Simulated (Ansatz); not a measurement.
# Mg2As2Pb: relaxing a made-up structure

This structure for Mg2As2Pb is made up. Its elements were placed in a known structure type with a cell scaled to their sizes. What cell does the guess relax to, and how far off was it?

Method: DFT, r2SCAN, plane-wave PAW, files of the set soft_1, scalar-relativistic, no spin, cell and ions relaxed at zero pressure; PAW set soft_1, in Ansatz 0.2.0.

## 1. Set-up

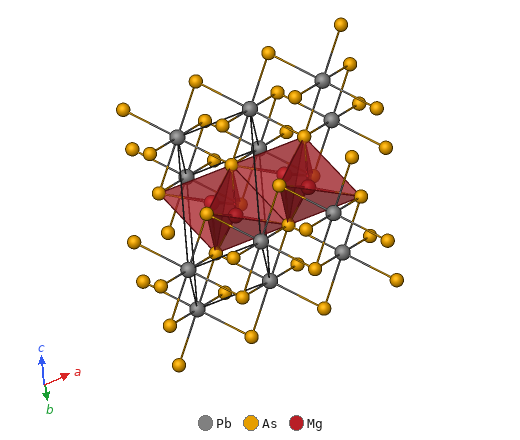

Start, viewed from a free direction; lead grey, arsenic orange, magnesium red. 2×1×1 cells are drawn. Some periodic images of atoms are drawn too.

## 2. Relaxing cell and atoms

The guessed cell has no reason to be at equilibrium. It is relaxed with the atoms, within the space group of the guess.

Contents of input.yaml:

```yaml
crystal:
  lattice:
    - [4.299, 0.0, 0.0]
    - [-2.1495, 3.723043211, 0.0]
    - [0.0, 0.0, 7.112]
  atoms:
    - { symbol: Pb, position: [0.0, 0.0, 0.0] }
    - { symbol: As, position: [0.666666667, 0.333333333, 0.748] }
    - { symbol: As, position: [0.333333333, 0.666666667, 0.252] }
    - { symbol: Mg, position: [0.666666667, 0.333333333, 0.3666] }
    - { symbol: Mg, position: [0.333333333, 0.666666667, 0.6334] }
kpoints:
  mp_grid: { grid: [7, 7, 4] }
scf:
  occupations: { method: fermi_dirac, width: 0.05 }
hamiltonian:
  xc: r2scan
  pseudopotentials: { kind: paw, azcp: { folder: soft_1 } }
relax:
  f_tol: 0.015
  max_steps: 70
  cell: {}
output:
  forces: true
  stress: true
```

On the command line:

```
$ ansatz run input.yaml --threads 4 --pin off --max-ram 10240MiB --backend cpu --events-out ev --progress --plain --runs-dir out
```

Numbers of over 12 decimals in the logs are rounded to 6 here.

The program printed:

```text
Engine: ansatz 0.2.0, x86_64-unknown-linux-gnu
Pseudopotentials: kind: paw
Pseudopotential: Pb, paw, valence charge 14, recommended cutoff 500 eV (meta_gga), soft_1/Pb.paw.azcp
Pseudopotential: As, paw, valence charge 15, recommended cutoff 500 eV (meta_gga), soft_1/As.paw.azcp
Pseudopotential: Mg, paw, valence charge 10, recommended cutoff 500 eV (meta_gga), soft_1/Mg.paw.azcp
Functional definition: r2SCAN
  parameter k0 = 0.174
  parameter k1 = 0.065
  parameter a1 = 4.9479
  exchange = r2scan_x(k0 = k0, k1 = k1, a1 = a1)
  correlation = r2scan_c
Crystal: 5 atoms, lattice volume = 113.830 Å³
Basis set: ecut = 500 eV, 2875 PW (Γ), exchange–correlation on 128×128×216 points (64 copies of the dense FFT grid, shifted against one another)
Bands: 39, of which v1, the nominal top of the filled ones, is band 32 counted from 1 (31 counted from 0)
Symmetry: 12 space group operations
Space group: P-3m1 (ITA 164), of the structure as read, at distance tolerance 4.8e-5 Å
k-points: 28 of 196
Non-local potential: Pb, projectors of the file, l = 0: 2, l = 1: 2, l = 2: 2, l = 3: 1
Non-local potential: As, projectors of the file, l = 0: 2, l = 1: 2, l = 2: 3, l = 3: 1
Non-local potential: Mg, projectors of the file, l = 0: 3, l = 1: 2, l = 2: 1
PAW form: soft (Blöchl's): semilocal exchange-correlation on the pseudo side does not see the compensation charge
PAW frozen core: Pb, regenerated for the run's functional (the file was generated under x = pbe(κ = 0.804, μ = 0.219515), c = pbe(β = 0.066725))
PAW frozen core: As, regenerated for the run's functional (the file was generated under x = pbe(κ = 0.804, μ = 0.219515), c = pbe(β = 0.066725))
PAW frozen core: Mg, regenerated for the run's functional (the file was generated under x = pbe(κ = 0.804, μ = 0.219515), c = pbe(β = 0.066725))
PAW one-centre angular grid: Pb, 590 points (default); XC on 160 Gauss nodes
PAW one-centre angular grid: As, 590 points (default); XC on 160 Gauss nodes
PAW one-centre angular grid: Mg, 302 points (default); XC on 224 Gauss nodes
Initial density: superposition of atomic densities (chi_scale 0.1, normalization cell, long waves kept (reshape's long-wave potential 0.24 eV rms))
Initial wavefunctions: pseudopotential atomic-orbital guess
Functional: x = r2scan, c = r2scan; τ floored in thin density (d = 2e-4 eV/Å³)
SCF iter   1: F=—  HF=-25510.086624 eV  |F-HF|=—  |Δ(HF+E_count)|=         —  Δρ=5.06e-2  dr2=1.20e1  dr2_τ=3.51e-2  ethr=3.10e-3  ⟨swp⟩=7.6  Hψ=4568  notcnv=0
preconditioner: auto → Resta (q_TF=auto, 2.479 Å⁻¹)  ε∞=3.2  [insulator: Δε(μ)=0.266 eV  Ē_g=12.386 eV  σ=0.050 eV  W_gap=0.80  n_scr=34 (ndim 8)  ℏωp=18.4 eV  f_vac=0.001  D(μ)=0.06/eV (n_scr^D=0)  ε∞_Penn≈3.2]
SCF iter   2: F=—  HF=-25507.541912 eV  |F-HF|=—  |Δ(HF+E_count)|=    2.54e0  Δρ=2.25e-2  dr2=1.07e0  dr2_τ=1.57e-2  ethr=3.10e-3  ⟨swp⟩=4.8  Hψ=2565  notcnv=0  defer=50
SCF iter   3: F=—  HF=-25507.494773 eV  |F-HF|=—  |Δ(HF+E_count)|=   4.71e-2  Δρ=8.15e-3  dr2=9.24e-2  dr2_τ=1.75e-3  ethr=1.68e-3  ⟨swp⟩=3.0  Hψ=1683  notcnv=0  defer=31
automatic band count: iteration 3 solves 38 bands in place of 39: the levels show a gap, and the empty bands left out lie too high to hold charge; the band table lists the bands solved (type scf.n_extra_bands for more)
SCF iter   4: F=—  HF=-25507.523235 eV  |F-HF|=—  |Δ(HF+E_count)|=   2.85e-2  Δρ=1.73e-3  dr2=3.64e-3  dr2_τ=4.07e-5  ethr=1.44e-4  ⟨swp⟩=3.1  Hψ=1543  notcnv=0  defer=31
SCF iter   5: F=—  HF=-25507.523998 eV  |F-HF|=—  |Δ(HF+E_count)|=   7.63e-4  Δρ=6.80e-4  dr2=7.81e-4  dr2_τ=8.34e-6  ethr=5.69e-6  ⟨swp⟩=2.0  Hψ=1770  notcnv=0  defer=31
SCF iter   6: F=—  HF=-25507.524093 eV  |F-HF|=—  |Δ(HF+E_count)|=   9.55e-5  Δρ=1.67e-4  dr2=4.16e-5  dr2_τ=1.64e-6  ethr=1.22e-6  ⟨swp⟩=2.0  Hψ=1705  notcnv=0  defer=31
SCF iter   7: F=—  HF=-25507.524100 eV  |F-HF|=—  |Δ(HF+E_count)|=   6.87e-6  Δρ=6.66e-5  dr2=5.63e-6  dr2_τ=4.90e-8  ethr=6.50e-8  ⟨swp⟩=2.0  Hψ=1737  notcnv=0  defer=31
SCF iter   8: F=—  HF=-25507.524103 eV  |F-HF|=—  |Δ(HF+E_count)|=   2.49e-6  Δρ=1.30e-5  dr2=2.57e-7  dr2_τ=5.84e-9  ethr=8.79e-9  ⟨swp⟩=2.1  Hψ=1306  notcnv=0  defer=31
SCF iter   9: F=-25507.524103 eV  HF=-25507.524103 eV  |F-HF|=1.25e-8  |Δ(HF+E_count)|=   6.56e-8  Δρ=5.91e-6  dr2=2.57e-8  dr2_τ=4.48e-10  ethr=1.56e-10  ⟨swp⟩=5.0  Hψ=4126  notcnv=0
SCF 1 converged in 9 iterations: F = -25507.524103 eV  dr2 = 2.57e-8
  greatest PAW one-centre occupation: 1.000 electrons in one spin orbital (limit 2), on the Mg atom at site 4 (counted from 0), in its partial waves of l = 0
relax step   1: F+E_penalty+E_count = -25507.52410265 eV  Δ(F+E_penalty+E_count) = +0.000e0 eV  max|allowed force component| = 3.539e-1 eV/Å  Δτ_max = 0.0000 Å  P = +4.733 GPa  Ω = 113.830 Å³  (9 SCF iters, dr2 threshold 1.00e-7 eV, accepted)
Crystal: 5 atoms, lattice volume = 127.882 Å³
Basis set: ecut = 500 eV, 3261 PW (Γ), exchange–correlation on 128×128×216 points (64 copies of the dense FFT grid, shifted against one another)
Initial density: handed on by an earlier stage of this run
Initial wavefunctions: those handed on with the density
iter 1 solved again at ethr=9.81e-5 eV; its pass at ethr=3.10e-3 eV (dr2=6.28e-2 eV) is discarded
SCF iter   1: F=—  HF=-25507.051301 eV  |F-HF|=—  |Δ(HF+E_count)|=         —  Δρ=6.47e-3  dr2=6.38e-2  dr2_τ=1.85e-1  ethr=9.81e-5  ⟨swp⟩=1.3  Hψ=6142  notcnv=0
automatic band count: iteration 1 solves 38 bands in place of 39: the levels show a gap, and the empty bands left out lie too high to hold charge; the band table lists the bands solved (type scf.n_extra_bands for more)
preconditioner: auto → Resta (q_TF=auto, 2.431 Å⁻¹)  ε∞=3.9  [insulator: Δε(μ)=0.720 eV  Ē_g=8.202 eV  σ=0.050 eV  W_gap=1.00  n_scr=34 (ndim 8)  ℏωp=13.9 eV  f_vac=0.044  D(μ)=0.00/eV (n_scr^D=0)  ε∞_Penn≈3.9]
SCF iter   2: F=—  HF=-25507.611320 eV  |F-HF|=—  |Δ(HF+E_count)|=   5.60e-1  Δρ=3.96e-3  dr2=3.48e-2  dr2_τ=3.09e-4  ethr=9.81e-5  ⟨swp⟩=3.0  Hψ=1768  notcnv=0
SCF iter   3: F=—  HF=-25507.611689 eV  |F-HF|=—  |Δ(HF+E_count)|=   3.69e-4  Δρ=1.71e-3  dr2=1.73e-2  dr2_τ=2.69e-4  ethr=5.44e-5  ⟨swp⟩=3.2  Hψ=1875  notcnv=0  defer=22
SCF iter   4: F=—  HF=-25507.608648 eV  |F-HF|=—  |Δ(HF+E_count)|=   3.04e-3  Δρ=7.32e-4  dr2=1.28e-3  dr2_τ=1.02e-5  ethr=2.71e-5  ⟨swp⟩=1.9  Hψ=1202  notcnv=0  defer=22
SCF iter   5: F=—  HF=-25507.608842 eV  |F-HF|=—  |Δ(HF+E_count)|=   1.94e-4  Δρ=2.00e-4  dr2=1.13e-4  dr2_τ=1.65e-6  ethr=2.00e-6  ⟨swp⟩=2.0  Hψ=1708  notcnv=0  defer=23
SCF iter   6: F=—  HF=-25507.608753 eV  |F-HF|=—  |Δ(HF+E_count)|=   8.86e-5  Δρ=1.08e-4  dr2=1.76e-5  dr2_τ=3.36e-7  ethr=1.77e-7  ⟨swp⟩=2.0  Hψ=1716  notcnv=0  defer=23
SCF iter   7: F=—  HF=-25507.608759 eV  |F-HF|=—  |Δ(HF+E_count)|=   5.70e-6  Δρ=1.92e-5  dr2=5.62e-7  dr2_τ=1.69e-8  ethr=2.74e-8  ⟨swp⟩=2.0  Hψ=1731  notcnv=0  defer=23
SCF iter   8: F=-25507.608759 eV  HF=-25507.608759 eV  |F-HF|=5.58e-8  |Δ(HF+E_count)|=   1.06e-7  Δρ=6.04e-6  dr2=1.24e-7  dr2_τ=5.46e-10  ethr=7.81e-10  ⟨swp⟩=4.0  Hψ=3863  notcnv=0
SCF 2 converged in 8 iterations: F = -25507.608759 eV  dr2 = 1.24e-7
relax step   2: F+E_penalty+E_count = -25507.60875911 eV  Δ(F+E_penalty+E_count) = -8.466e-2 eV  max|allowed force component| = 3.889e-1 eV/Å  Δτ_max = 0.1338 Å  P = -1.745 GPa  Ω = 127.882 Å³  energy of the carried Pulay correction = -1.763e-3 eV  (8 SCF iters, dr2 threshold 5.00e-7 eV, accepted)
Crystal: 5 atoms, lattice volume = 123.460 Å³
Basis set: ecut = 500 eV, 3087 PW (Γ), exchange–correlation on 128×128×216 points (64 copies of the dense FFT grid, shifted against one another)
iter 1 solved again at ethr=8.08e-6 eV; its pass at ethr=3.10e-3 eV (dr2=5.17e-3 eV) is discarded
SCF iter   1: F=—  HF=-25507.634358 eV  |F-HF|=—  |Δ(HF+E_count)|=         —  Δρ=2.68e-3  dr2=5.27e-3  dr2_τ=2.66e-2  ethr=8.08e-6  ⟨swp⟩=2.0  Hψ=5870  notcnv=0
automatic band count: iteration 1 solves 38 bands in place of 39: the levels show a gap, and the empty bands left out lie too high to hold charge; the band table lists the bands solved (type scf.n_extra_bands for more)
preconditioner: auto → Resta (q_TF=auto, 2.445 Å⁻¹)  ε∞=2.9  [insulator: Δε(μ)=0.766 eV  Ē_g=12.992 eV  σ=0.050 eV  W_gap=1.00  n_scr=34 (ndim 8)  ℏωp=17.7 eV  f_vac=0.026  D(μ)=0.00/eV (n_scr^D=0)  ε∞_Penn≈2.9]
SCF iter   2: F=—  HF=-25507.668236 eV  |F-HF|=—  |Δ(HF+E_count)|=   3.39e-2  Δρ=1.63e-3  dr2=1.97e-3  dr2_τ=4.86e-5  ethr=8.08e-6  ⟨swp⟩=3.0  Hψ=2464  notcnv=0
SCF iter   3: F=—  HF=-25507.668337 eV  |F-HF|=—  |Δ(HF+E_count)|=   1.01e-4  Δρ=6.97e-4  dr2=3.51e-4  dr2_τ=9.91e-6  ethr=3.07e-6  ⟨swp⟩=2.0  Hψ=1244  notcnv=0
SCF iter   4: F=—  HF=-25507.668497 eV  |F-HF|=—  |Δ(HF+E_count)|=   1.61e-4  Δρ=1.46e-4  dr2=5.61e-5  dr2_τ=1.07e-6  ethr=5.48e-7  ⟨swp⟩=2.0  Hψ=1736  notcnv=0
SCF iter   5: F=—  HF=-25507.668478 eV  |F-HF|=—  |Δ(HF+E_count)|=   1.90e-5  Δρ=5.29e-5  dr2=2.96e-6  dr2_τ=3.84e-8  ethr=8.77e-8  ⟨swp⟩=2.0  Hψ=1736  notcnv=0
SCF iter   6: F=-25507.668480 eV  HF=-25507.668480 eV  |F-HF|=4.44e-8  |Δ(HF+E_count)|=   1.73e-6  Δρ=1.14e-5  dr2=1.42e-7  dr2_τ=3.30e-9  ethr=7.81e-10  ⟨swp⟩=5.0  Hψ=4033  notcnv=0
SCF 3 converged in 6 iterations: F = -25507.668480 eV  dr2 = 1.42e-7
relax step   3: F+E_penalty+E_count = -25507.66848004 eV  Δ(F+E_penalty+E_count) = -5.972e-2 eV  max|allowed force component| = 2.545e-2 eV/Å  Δτ_max = 0.0673 Å  P = -0.297 GPa  Ω = 123.460 Å³  energy of the carried Pulay correction = -1.231e-3 eV  (6 SCF iters, dr2 threshold 5.00e-7 eV, accepted)
[...]
relax step   4: F+E_penalty+E_count = -25507.66950772 eV  Δ(F+E_penalty+E_count) = -1.028e-3 eV  max|allowed force component| = 2.272e-3 eV/Å  Δτ_max = 0.0063 Å  P = +0.037 GPa  Ω = 122.662 Å³  energy of the carried Pulay correction = -1.132e-3 eV  (5 SCF iters, dr2 threshold 2.41e-7 eV, accepted)
Basis set: ecut = 500 eV, 3039 PW (Γ), exchange–correlation on 144×144×216 points (64 copies of the dense FFT grid, shifted against one another)
Initial wavefunctions: pseudopotential atomic-orbital guess (no wavefunctions were taken with the density)
iter 1 solved again at ethr=3.04e-8 eV; its pass at ethr=3.10e-3 eV (dr2=1.94e-5 eV) is discarded
SCF iter   1: F=—  HF=-25507.670063 eV  |F-HF|=—  |Δ(HF+E_count)|=         —  Δρ=2.27e-4  dr2=1.58e-6  dr2_τ=2.31e-6  ethr=3.04e-8  ⟨swp⟩=3.9  Hψ=8003  notcnv=0
preconditioner: auto → Resta (q_TF=auto, 2.448 Å⁻¹)  ε∞=2.8  [insulator: Δε(μ)=0.832 eV  Ē_g=13.395 eV  σ=0.050 eV  W_gap=1.00  n_scr=34 (ndim 8)  ℏωp=17.7 eV  f_vac=0.027  D(μ)=0.00/eV (n_scr^D=0)  ε∞_Penn≈2.8]
SCF iter   2: F=—  HF=-25507.670511 eV  |F-HF|=—  |Δ(HF+E_count)|=   4.48e-4  Δρ=1.15e-4  dr2=4.52e-7  dr2_τ=4.11e-6  ethr=2.48e-9  ⟨swp⟩=2.0  Hψ=1989  notcnv=0
SCF iter   3: F=—  HF=-25507.670661 eV  |F-HF|=—  |Δ(HF+E_count)|=   1.51e-4  Δρ=1.33e-5  dr2=1.92e-8  dr2_τ=5.16e-8  ethr=7.07e-10  ⟨swp⟩=2.0  Hψ=1989  notcnv=0
SCF iter   4: F=—  HF=-25507.670663 eV  |F-HF|=—  |Δ(HF+E_count)|=   1.84e-6  Δρ=1.95e-6  dr2=2.94e-9  dr2_τ=1.62e-10  ethr=3.00e-11  ⟨swp⟩=2.0  Hψ=1933  notcnv=0
SCF iter   5: F=—  HF=-25507.670663 eV  |F-HF|=—  |Δ(HF+E_count)|=   1.70e-9  Δρ=5.31e-7  dr2=3.14e-10  dr2_τ=4.44e-11  ethr=4.60e-12  ⟨swp⟩=2.0  Hψ=1989  notcnv=0
SCF iter   6: F=-25507.670663 eV  HF=-25507.670663 eV  |F-HF|=3.64e-11  |Δ(HF+E_count)|=   1.35e-9  Δρ=1.55e-7  dr2=4.61e-11  dr2_τ=1.95e-12  ethr=1.00e-12  ⟨swp⟩=5.0  Hψ=4053  notcnv=0
SCF 5 converged in 6 iterations: F = -25507.670663 eV  dr2 = 4.61e-11
relax step   5: F+E_penalty+E_count = -25507.67066320 eV  Δ(F+E_penalty+E_count) = -1.155e-3 eV  max|allowed force component| = 2.177e-3 eV/Å  Δτ_max = 0.0000 Å  P = +0.038 GPa  Ω = 122.662 Å³  stress off target by 4.96e-2 GPa  SCF on the basis re-selected at this cell (its energy is not comparable with the rows above)  (6 SCF iters)
basis re-selected at this cell: Δ(F+E_penalty+E_count) = -1.155e-3 eV, ΔP = +0.001 GPa vs the last step (what re-selecting the basis moved, of the pressure what is left beyond the Pulay correction that the steps carried, after the strain that the cell walked since its last selection, with what the two solves' SCF thresholds leave and, on support functions, any second-order correction that the steps lacked; it is no measure of the basis error at this ecutwfc). The dense FFT grid was sized anew with the basis: this SCF ran on 36×36×54 points, the steps before it on 32×32×54, so part of this shift can come from that change (see relax.cell in the input reference). [rest of the remark cut]
SCF converged after 6 iterations
Free energy (F): -25507.670663 eV
Harris-Foulkes:  -25507.670663 eV  (|F-HF|=3.64e-11)
Internal energy: -25507.670660 eV  (E = F + TS)
E sigma→0 (E₀):  -25507.670662 eV
Entropy (-TS):   -0.000003 eV (-0.001 meV/atom)
Fermi energy:    8.269343 eV
--- Per-component energies (eV) ---
  E_band       = -1318.616680
  E_kinetic    = 627.298961
  E_local      = -8782.095748  (includes V_loc(G=0)·N_el)
  E_nonlocal   = -90.151069
  E_hartree    = 3961.549118
  E_xc         = -377.470473
  E_vxc        = -381.706127  (∫ρ·V_xc dr)
  E_paw        = -15076.881531  (= ΣΔE_a)
  E_vpaw       = -638.414430  (= ΣTr[D̂ρ^β])
  E_aug_tail   = -0.000009  (compensation charges beyond the density's cutoff)
  E_vtau       = 23.353652  (kinetic-family band-sum trace: ∫τ·v_τ [+ j·A + Jᵃ·Aᵃ] dr)
  E_ewald      = -5767.918007
  E_core_change = -2.001903  (= ΣΔE_core)
  E_smearing   = -0.000003  (= −TS)
  E_closure    = 0.000000  (closes the sum)
  Σ components = -25507.670663   (vs F -25507.670663, Δ=0.00e0)
--- Forces (eV/Å), atoms counted from 1 ---
  atom   1  Pb    -0.00000000     0.00000000     0.00000000
  atom   2  As     0.00000000     0.00000000    -0.00090738
  atom   3  As    -0.00000000    -0.00000000     0.00090738
  atom   4  Mg     0.00000000     0.00000000    -0.00217727
  atom   5  Mg    -0.00000000    -0.00000000     0.00217727
  max |Σ_I F_I| component: 8.67e-18 eV/Å
--- Stress (GPa, compression-positive) ---
        0.049570       0.000000      -0.000000
        0.000000       0.049570      -0.000000
       -0.000000      -0.000000       0.014023
  P = ⅓ Tr σ = 0.0377 GPa (0.377 kbar)
--- Relaxed structure (4 steps of the walk, 4 accepted, 1 SCFs on fresh bases) ---
  F+E_penalty+E_count = -25507.67066320 eV   max|allowed force component| = 2.177e-3 eV/Å   (the final SCF, on the basis selected at the relaxed cell)
  cell:  # Å, volume = 122.6615 Å³
    - [4.419835, 0, 1.5138361880748818e-17]
    - [-2.209918, 3.827689, -1.0140779601691778e-18]
    - [2.504397061967803e-17, 1.252198530983903e-17, 7.250462]
  atoms:
    - { symbol: Pb, position: [0, 0, -4.634384989251874e-19] }
    - { symbol: As, position: [0.666667, 0.333333, 0.739522] }
    - { symbol: As, position: [0.333333, 0.666667, 0.260478] }
    - { symbol: Mg, position: [0.666667, 0.333333, 0.364374] }
    - { symbol: Mg, position: [0.333333, 0.666667, 0.635626] }
```

Elapsed: 14 s, on 4 threads of Intel Xeon Platinum 8488C (Sapphire Rapids), shared host; peak memory 0.96 GiB; 51 s of CPU time.

Relaxation path:

```tsv
step	energy less that of the first step (eV)	largest force component (eV/Å)	pressure (GPa)	volume (Å³)
1	0.0000	0.3539	4.73	113.83
2	-0.0847	0.3889	-1.74	127.88
3	-0.1444	0.0255	-0.30	123.46
4	-0.1454	0.0023	0.04	122.66
5*	-0.1466	0.0022	0.04	122.66
```

Relaxation steps marked * repeat the geometry before them on a plane-wave basis chosen anew for their cell, so energy and pressure can jump there.

Forces are held to the 12 operations that the run works with; a distortion that breaks them can't arise in this run.

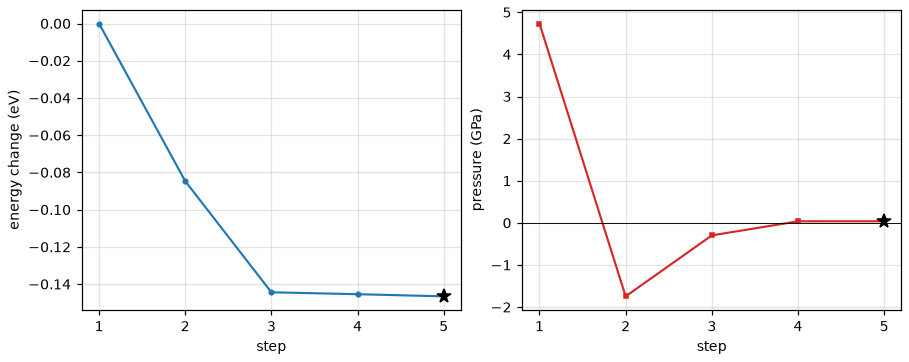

Energy and pressure along the relaxation. Stars mark steps on a basis chosen anew.

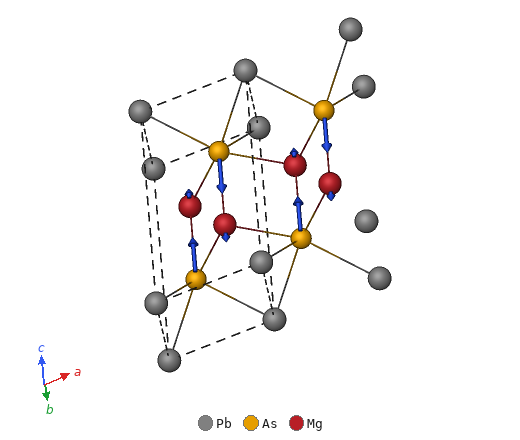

Displacements in the relaxation, exaggerated, measured against the changing cell; the longest in the cell stands for 0.06 Å. Bonds to atoms that aren't drawn are left out. 2×1×1 cells are drawn. Some periodic images of atoms are drawn too.

```tsv
conventional cell, symmetrised	before	after	change
a (Å)	4.299	4.420	+2.8 %
b (Å)	4.299	4.420	+2.8 %
c (Å)	7.112	7.250	+1.9 %
volume (Å³/atom)	22.77	24.53	+7.8 %
```

The atoms that moved most (Å, as changes of fractional coordinates times the final cell):

```tsv
atom	dx	dy	dz	length
As2	0.000	0.000	-0.061	0.061
As3	0.000	0.000	0.061	0.061
Mg4	0.000	0.000	-0.016	0.016
Mg5	0.000	0.000	0.016	0.016
```

The relaxed structure:

```xyz
5
Lattice="4.4198 0.0000 0.0000 -2.2099 3.8277 0.0000 0.0000 0.0000 7.2505" Properties=species:S:1:pos:R:3 pbc="T T T"
Pb    0.0000    0.0000    0.0000
As    2.2099    1.2759    5.3619
As    0.0000    2.5518    1.8886
Mg    2.2099    1.2759    2.6419
Mg    0.0000    2.5518    4.6086
```

Numbers from this step:

```
free energy         : -25507.6707 eV
Fermi energy        : 8.269 eV
gap by band count   : 0.8317 eV
electrons           : 64
symmetry operations : 12
pressure            : 0.03772 GPa
```

The shortest distance of each pair, which need not be the same contact before and after:

```tsv
pair	guess (Å)	relaxed (Å)
As–Mg	2.612	2.661
As–Pb	3.061	3.175
Mg–Mg	3.124	3.222
Mg–Pb	3.600	3.673
As–As	4.299	4.310
```

The relaxation ends with a largest force component of 0.0022 eV/Å and a pressure of 0.04 GPa.

## 3. Summary of results

```json
{
 "space group, relaxed": "P-3m1",
 "conventional cell": "a = 4.420, b = 4.420, c = 7.250 Å; α = 90.0°, β = 90.0°, γ = 120.0°",
 "volume per atom": "24.53 Å³ (guess 22.77)"
}
```

What this shows: Mg2As2Pb relaxes to P-3m1 with a = 4.420, b = 4.420 and c = 7.250 Å. The guessed volume was 7 % too small. The space group P-3m1 was held in the relaxation, so the end point is a stationary structure within it and may be a saddle against distortions or other arrangements. Mesh and cutoff weren't tested. Spin-orbit coupling is left out, which can matter for elements this heavy. No dispersion term is used, so weakly bound directions may come out too long. Nothing here tests whether the compound is stable against decomposition.

[Logs are printed without paths, hosts, clocks, repeated set-up lines and the standing remarks that a program may print on its own settings, such as how far it seeks lower states.]

[Hosts, paths, dates, database ids (printed as entryN), source tags and the programs' standing remarks are cut or masked in the printed files.]
